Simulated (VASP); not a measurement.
# YB6 under strain, part 3 of 4

Aim: follow the pressure of YB6 through compression, expansion and shear. All runs use LDA. Left out of this account: 1 further run (fields: a reference on another mesh). The start is a computed cell from the Materials Project.

VASP 6.6.1; LDA; plane waves and PAW (Y_sv, B).

Still holding for the runs below: This run has no spin polarisation. Its electron count is odd, so without a moment it is a metal by construction.

So far, pressure (GPa): step 2 (bands, cell as listed) -6.07; step 3 (cell volume +4.0 %) -12.1; step 4 (cell volume +8.0 %) -17.2.

### Step 5. Bands, sheared, principal strains -1.6, +0.5, +1.1 %

The cell is sheared at fixed volume, which lowers its symmetry.

Input file INCAR:

```
SYSTEM = YB6
PREC = Accurate
ENCUT = 420
EDIFF = 1E-06
NELM = 100
ISMEAR = -1
SIGMA = 0.05
LREAL = .FALSE.
ALGO = Normal
GGA = CA
NBANDS = 32
LASPH = .TRUE.
LORBIT = 11
LWAVE = .FALSE.
LCHARG = .FALSE.
KPAR = 8
```

Input file POSCAR:

```
YB6
1.0
    4.0676620000      0.0281600000      0.0440380000
    0.0281600000      4.0971750000     -0.0162490000
    0.0440380000     -0.0162490000      4.1052990000
Y B
1 6
Direct
    0.0000000000      0.0000000000      0.0000000000
    0.8011341200      0.5000000000      0.5000000000
    0.1988658800      0.5000000000      0.5000000000
    0.5000000000      0.5000000000      0.8011341200
    0.5000000000      0.5000000000      0.1988658800
    0.5000000000      0.1988658800      0.5000000000
    0.5000000000      0.8011341200      0.5000000000
```

Input file KPOINTS:

```
Automatic mesh
0
Gamma
7 7 7
0 0 0
```

Input file KPOINTS_OPT:

```
Line mode
12
Line-mode
Reciprocal
  0.00000000   0.00000000   0.50000000 X
  0.00000000   0.00000000   0.00000000 GAMMA

  0.00000000   0.00000000   0.00000000 GAMMA
  0.00000000  -0.50000000   0.00000000 Y

  0.00000000  -0.50000000   0.50000000 L
  0.00000000   0.00000000   0.00000000 GAMMA

  0.00000000   0.00000000   0.00000000 GAMMA
  0.50000000   0.50000000   0.00000000 Z

  0.50000000   0.50000000   0.50000000 N
  0.00000000   0.00000000   0.00000000 GAMMA

  0.00000000   0.00000000   0.00000000 GAMMA
  0.50000000   0.00000000   0.00000000 M

  0.50000000   0.00000000   0.50000000 R
  0.00000000   0.00000000   0.00000000 GAMMA
```

PAW data sets: Y_sv and B (LDA family, release 64).

Launch:

```console
$ mpirun -np 8 vasp_std
```

The program printed:

```text
[... set-up lines as in an earlier step ...]
 entering main loop
       N       E                     dE             d eps       ncg     rms          rms(c)
DAV:   1     0.563761295532E+02    0.56376E+02   -0.11435E+04 11016   0.714E+02
DAV:   2    -0.596374797790E+02   -0.11601E+03   -0.11066E+03 13608   0.187E+02
DAV:   3    -0.638661530689E+02   -0.42287E+01   -0.41908E+01 15704   0.282E+01
DAV:   4    -0.639314471504E+02   -0.65294E-01   -0.65248E-01 13256   0.311E+00
DAV:   5    -0.639326775856E+02   -0.12304E-02   -0.12304E-02 14544   0.402E-01    0.149E+01
DAV:   6    -0.555388653652E+02    0.83938E+01   -0.49849E+00 13400   0.145E+01    0.133E+01
DAV:   7    -0.545789657523E+02    0.95990E+00   -0.28022E+00 14568   0.756E+00    0.118E+01
DAV:   8    -0.550453864601E+02   -0.46642E+00   -0.15658E+00 12376   0.611E+00    0.482E+00
DAV:   9    -0.545472954129E+02    0.49809E+00   -0.66649E-01 12056   0.433E+00    0.467E-01
DAV:  10    -0.545503246508E+02   -0.30292E-02   -0.65766E-02 13872   0.104E+00    0.140E+00
DAV:  11    -0.545489033931E+02    0.14213E-02   -0.11196E-03 12984   0.165E-01    0.822E-01
DAV:  12    -0.545478275503E+02    0.10758E-02   -0.20680E-03 13048   0.227E-01    0.131E-01
DAV:  13    -0.545478251489E+02    0.24014E-05   -0.24744E-04 14184   0.660E-02    0.365E-02
DAV:  14    -0.545478250595E+02    0.89430E-07   -0.34955E-06 14456   0.961E-03
   1 F= -.54547825E+02 E0= -.54541085E+02  d E =-.134801E-01
 Start KPOINTS_OPT (optional k-point list driver)
k-point batch [1-84\84]
       N       E                     dE             ncg
DAV:   1    -0.141551000909E+04   -0.39402E+05     5376
DAV:   2    -0.104742411951E+05   -0.90587E+04     6696
DAV:   3    -0.108137725898E+05   -0.33953E+03     7544
DAV:   4    -0.108197343637E+05   -0.59618E+01     6496
DAV:   5    -0.108198145025E+05   -0.80139E-01     6824
DAV:   6    -0.108198156407E+05   -0.11382E-02     6704
DAV:   7    -0.108198156597E+05   -0.18951E-04     6680
DAV:   8    -0.108198156600E+05   -0.32714E-06     4760
```

It took 27 s on 8 MPI ranks of Intel Xeon 6975P-C (Granite Rapids), shared host; peak memory 3.6 GiB; 2.8 min of CPU time.

OUTCAR, selected parts (step 5):

```text
   k-points           NKPTS =    172   k-points in BZ     NKDIM =    172   number of bands    NBANDS=     32

   ENCUT  =  420.0 eV  30.87 Ry    5.56 a.u.   6.80  6.85  6.86*2*pi/ulx,y,z

   NELECT =      29.0000    total number of electrons

 E-fermi :   6.5760

 k-point     1 :       0.0000    0.0000    0.0000
  band No.  band energies     occupation
    ...
     10      -0.4701      2.00000
     11      -0.4094      2.00000
     12       4.4996      2.00000
     13       4.5580      2.00000
     14       4.5787      2.00000
     15       7.4447      0.00000
     16       7.4743      0.00000
     17       7.5858      0.00000
     18       7.6889      0.00000
     19       7.7925      0.00000
    ...

  Total       -1.5747095     -2.8801881     -3.2067893     -0.5221702      0.3056772     -0.8012685
  in kB      -36.8820504    -67.4583088    -75.1077961    -12.2300067      7.1594175    -18.7669057
  external PRESSURE =     -59.8160518 kB  Pullay stress =       0.0000000 kB

 POSITION                                       TOTAL-FORCE (eV/Angst)
 -----------------------------------------------------------------------------------
      0.00000      0.00000      0.00000         0.000000      0.000000     -0.000000
      3.29484      2.06302      2.07981        -0.155205     -0.165138     -0.254025
      0.84502      2.04606      2.05328         0.155205      0.165138      0.254025
      2.08319      2.04965      3.30279        -0.254794      0.092337     -0.146685
      2.05667      2.05944      0.83030         0.254794     -0.092337      0.146685
      2.06145      0.82074      2.07144         0.165337      0.156604     -0.092252
      2.07841      3.28834      2.06165        -0.165337     -0.156604      0.092252
 -----------------------------------------------------------------------------------
    total drift:                                0.000000      0.000000      0.000000

  FREE ENERGIE OF THE ION-ELECTRON SYSTEM (eV)
  ---------------------------------------------------
  free  energy   TOTEN  =       -54.5478250595 eV

  energy  without entropy=      -54.5343450025  energy(sigma->0) =      -54.54108503

[... 1 part as in an earlier step ...]

[... 14 further parts left out ...]
```

The path and its labels are those of the sheared lattice, so a letter need not mean the same point as in the unstrained cell.

Numbers from this step:

- irreducible k-points: 172
- symmetry operations: 2
- free energy (TOTEN): -54.5478 eV
- energy at zero smearing: -54.5411 eV
- Fermi energy: 6.576 eV
- pressure: -5.982 GPa

The electronic bands at the labelled points (eV, zero at the Fermi level; # counts the bands kept, so #1 is VASP's band 6):

```
    point     #6     #7     #8     #9    #10   #11   #12   #13
        X  -3.95  -3.86  -3.47  -2.64  -1.34  1.02  1.29  1.45
        Γ  -6.98  -2.08  -2.02  -2.00   0.87  0.90  1.01  1.11
        Y  -3.97  -3.85  -3.44  -2.65  -1.36  0.92  1.35  1.43
jump to L  -4.62  -4.57  -3.11  -3.07   1.54  1.60  1.74  2.18
        Γ  -6.98  -2.08  -2.02  -2.00   0.87  0.90  1.01  1.11
        Z  -4.70  -4.62  -3.07  -2.96   1.44  1.54  1.81  2.26
jump to N  -5.79  -2.69  -2.64  -2.48   2.48  2.71  2.77  3.02
        Γ  -6.98  -2.08  -2.02  -2.00   0.87  0.90  1.01  1.11
        M  -3.96  -3.93  -3.32  -2.67  -1.39  0.98  1.11  1.43
jump to R  -4.70  -4.59  -3.11  -2.95   1.43  1.58  1.78  2.24
        Γ  -6.98  -2.08  -2.02  -2.00   0.87  0.90  1.01  1.11
```

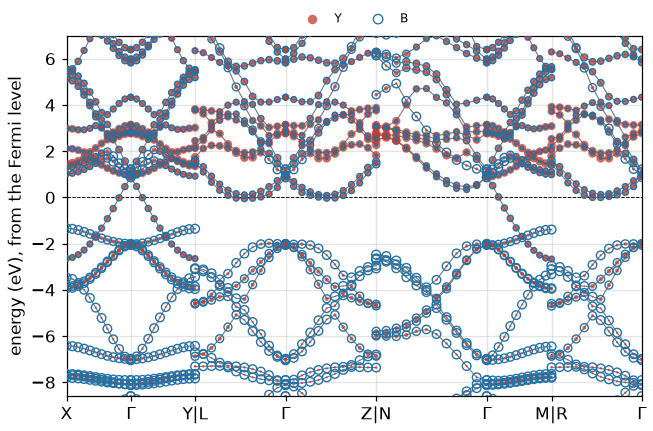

Electronic bands along the path; dots are coloured as in the legend, and their area grows with the weight.

Force by atom:

```
atom  x (eV/Å)  y (eV/Å)  z (eV/Å)   size
  Y1     0.000     0.000     0.000  0.000
  B2    -0.155    -0.165    -0.254  0.340
  B3     0.155     0.165     0.254  0.340
  B4    -0.255     0.092    -0.147  0.308
  B5     0.255    -0.092     0.147  0.308
  B6     0.165     0.157    -0.092  0.246
  B7    -0.165    -0.157     0.092  0.246
```

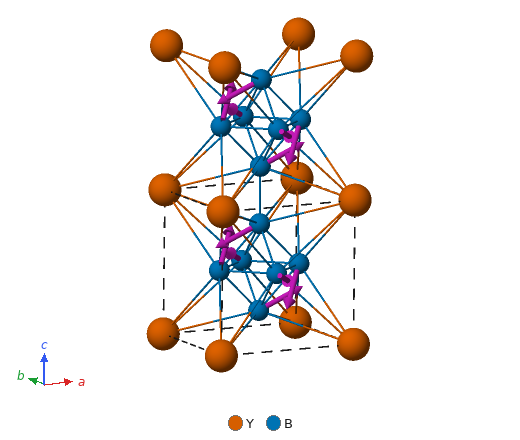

Force as arrows, the longest 0.340 eV/Å. 1×1×2 cells are drawn. Some periodic images of atoms are drawn too.

 The pressure is -5.98 GPa, and the symmetry operations fall from 48 to 2.

### Step 6. Bands, volume times 0.96

The cell is compressed evenly, with fractional positions held.

INCAR is that of step 5.

Changes to POSCAR since step 5:

```diff
@@ -2,5 +2,5 @@
 1.0
-    4.0676620000      0.0281600000      0.0440380000
-    0.0281600000      4.0971750000     -0.0162490000
-    0.0440380000     -0.0162490000      4.1052990000
+    4.0344941680      0.0000000000      0.0000000000
+    0.0000000000      4.0344941680      0.0000000000
+    0.0000000000      0.0000000000      4.0344941680
 Y B
```

KPOINTS is that of step 5.

Input file KPOINTS_OPT:

```
Line mode
12
Line-mode
Reciprocal
  0.00000000   0.00000000   0.00000000 GAMMA
  0.00000000   0.50000000   0.00000000 X

  0.00000000   0.50000000   0.00000000 X
  0.50000000   0.50000000   0.00000000 M

  0.50000000   0.50000000   0.00000000 M
  0.00000000   0.00000000   0.00000000 GAMMA

  0.00000000   0.00000000   0.00000000 GAMMA
  0.50000000   0.50000000   0.50000000 R

  0.50000000   0.50000000   0.50000000 R
  0.00000000   0.50000000   0.00000000 X

  0.50000000   0.50000000   0.00000000 M
  0.50000000   0.50000000   0.50000000 R
```

Launch:

```console
$ mpirun -np 8 vasp_std
```

The program printed:

```text
[... set-up lines as in an earlier step ...]
 entering main loop
       N       E                     dE             d eps       ncg     rms          rms(c)
DAV:   1     0.586595090325E+02    0.58660E+02   -0.11577E+04  1280   0.719E+02
DAV:   2    -0.601749271833E+02   -0.11883E+03   -0.11325E+03  1592   0.190E+02
DAV:   3    -0.644196777486E+02   -0.42448E+01   -0.42109E+01  1832   0.284E+01
DAV:   4    -0.644789322258E+02   -0.59254E-01   -0.59204E-01  1608   0.298E+00
DAV:   5    -0.644800782384E+02   -0.11460E-02   -0.11460E-02  1656   0.369E-01    0.158E+01
DAV:   6    -0.556419445721E+02    0.88381E+01   -0.52384E+00  1560   0.153E+01    0.141E+01
DAV:   7    -0.546393694128E+02    0.10026E+01   -0.29979E+00  1696   0.790E+00    0.124E+01
DAV:   8    -0.551444825903E+02   -0.50511E+00   -0.16627E+00  1440   0.642E+00    0.548E+00
DAV:   9    -0.546069015135E+02    0.53758E+00   -0.73327E-01  1384   0.462E+00    0.479E-01
DAV:  10    -0.546100249616E+02   -0.31234E-02   -0.68883E-02  1584   0.108E+00    0.145E+00
DAV:  11    -0.546086479497E+02    0.13770E-02   -0.10614E-03  1504   0.163E-01    0.841E-01
DAV:  12    -0.546075240362E+02    0.11239E-02   -0.21946E-03  1488   0.237E-01    0.130E-01
DAV:  13    -0.546075190807E+02    0.49555E-05   -0.25202E-04  1624   0.683E-02    0.360E-02
DAV:  14    -0.546075188916E+02    0.18915E-06   -0.30925E-06  1672   0.907E-03
   1 F= -.54607519E+02 E0= -.54599865E+02  d E =-.153080E-01
 Start KPOINTS_OPT (optional k-point list driver)
k-point batch [1-20\72]
       N       E                     dE             ncg
DAV:   1    -0.131450766075E+04   -0.10152E+05     1280
DAV:   2    -0.347631923692E+04   -0.21618E+04     1592
DAV:   3    -0.355490307907E+04   -0.78584E+02     1752
DAV:   4    -0.355631149059E+04   -0.14084E+01     1576
DAV:   5    -0.355632947608E+04   -0.17985E-01     1560
DAV:   6    -0.355632969360E+04   -0.21753E-03     1600
DAV:   7    -0.355632969663E+04   -0.30305E-05     1536
DAV:   8    -0.355632969668E+04   -0.45762E-07     1136
[...]
k-point batch [61-72\72]
       N       E                     dE             ncg
DAV:   1     0.498974889556E+04   -0.11629E+05      768
DAV:   2     0.362912926677E+04   -0.13606E+04      984
DAV:   3     0.357753600746E+04   -0.51593E+02     1024
DAV:   4     0.357666176568E+04   -0.87424E+00      824
DAV:   5     0.357665158605E+04   -0.10180E-01      968
DAV:   6     0.357665140793E+04   -0.17812E-03      888
DAV:   7     0.357665140539E+04   -0.25418E-05      952
DAV:   8     0.357665140531E+04   -0.79931E-07      584
```

Run time: 11 s. Hardware: 8 MPI ranks; peak memory 1.4 GiB; 65 s of CPU time.

OUTCAR, selected parts (step 6):

```text
   ENCUT  =  420.0 eV  30.87 Ry    5.56 a.u.   6.74  6.74  6.74*2*pi/ulx,y,z

   NELECT =      29.0000    total number of electrons

 E-fermi :   6.9004

 k-point     1 :       0.0000    0.0000    0.0000
  band No.  band energies     occupation
    ...
     10      -0.2171      2.00000
     11      -0.2171      2.00000
     12       4.8075      2.00000
     13       4.8075      2.00000
     14       4.8075      2.00000
     15       7.9104      0.00000
     16       7.9104      0.00000
     17       7.9690      0.00000
     18       7.9690      0.00000
     19       7.9690      0.00000
    ...

  Total        0.5150089      0.5150089      0.5150089      0.0000000     -0.0000000      0.0000000
  in kB       12.5648723     12.5648723     12.5648723      0.0000000     -0.0000000      0.0000000
  external PRESSURE =      12.5648723 kB  Pullay stress =       0.0000000 kB

 POSITION                                       TOTAL-FORCE (eV/Angst)
 -----------------------------------------------------------------------------------
      0.00000      0.00000      0.00000        -0.000000      0.000000     -0.000000
      3.23217      2.01725      2.01725        -0.017459      0.000000     -0.000000
      0.80232      2.01725      2.01725         0.017459      0.000000      0.000000
      2.01725      2.01725      3.23217         0.000000      0.000000     -0.017459
      2.01725      2.01725      0.80232        -0.000000      0.000000      0.017459
      2.01725      0.80232      2.01725        -0.000000      0.017459      0.000000
      2.01725      3.23217      2.01725         0.000000     -0.017459      0.000000
 -----------------------------------------------------------------------------------
    total drift:                                0.000000      0.000000      0.000000

  FREE ENERGIE OF THE ION-ELECTRON SYSTEM (eV)
  ---------------------------------------------------
  free  energy   TOTEN  =       -54.6075188916 eV

  energy  without entropy=      -54.5922108884  energy(sigma->0) =      -54.59986489

[... 4 parts as in an earlier step ...]

[... 12 further parts left out ...]
```

This step gave:

* irreducible k-points: 20
* symmetry operations: 48
* free energy (TOTEN): -54.6075 eV
* energy at zero smearing: -54.5999 eV
* Fermi energy: 6.900 eV
* pressure: 1.256 GPa

The electronic bands at the labelled points (eV, zero at the Fermi level; # counts the bands kept, so #1 is VASP's band 6):

```
    point     #6     #7     #8     #9    #10   #11   #12   #13
        Γ  -7.12  -2.09  -2.09  -2.09   1.01  1.01  1.07  1.07
        X  -4.03  -4.03  -3.48  -2.78  -1.41  1.21  1.21  1.49
        M  -4.80  -4.80  -3.10  -3.10   1.58  1.58  1.88  2.34
        Γ  -7.12  -2.09  -2.09  -2.09   1.01  1.01  1.07  1.07
        R  -6.06  -2.65  -2.65  -2.65   2.71  2.90  2.90  3.27
        X  -4.03  -4.03  -3.48  -2.78  -1.41  1.21  1.21  1.49
jump to M  -4.80  -4.80  -3.10  -3.10   1.58  1.58  1.88  2.34
        R  -6.06  -2.65  -2.65  -2.65   2.71  2.90  2.90  3.27
```

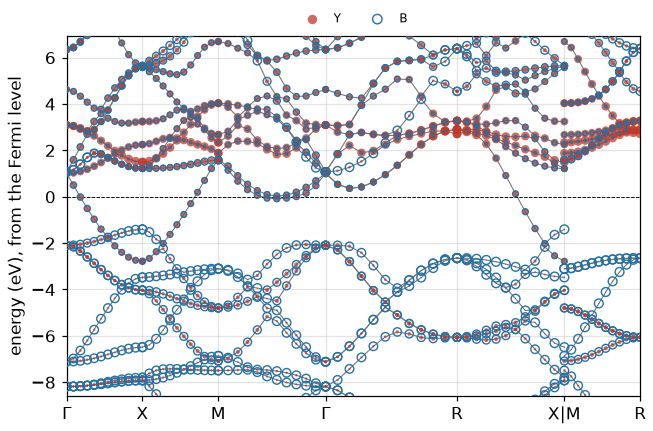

Electronic bands along the path; dots are coloured as in the legend, and their area grows with the weight.

 The pressure is 1.26 GPa.

For the pressure, step 2 gave -6.07 GPa; this run, with cell volume -4.0 %, gives 1.26 GPa.

(Part 3 of 4 ends here.)

[Lines on the potential files, build, host, timing and source positions are cut from VASP's logs without a mark.]

[Logs are printed without paths, hosts, clocks, repeated set-up lines and the standing remarks that a program may print on its own settings, such as how far it seeks lower states.]

[Hosts, paths, dates, database ids (printed as entryN), source tags and the programs' standing remarks are cut or masked in the printed files.]

[A measured line is paired with the nearest computed mode of its activity, which favours agreement.]

[In band tables of VASP the shares of atoms and orbitals are scaled to a sum of 1 inside the atoms' spheres.]
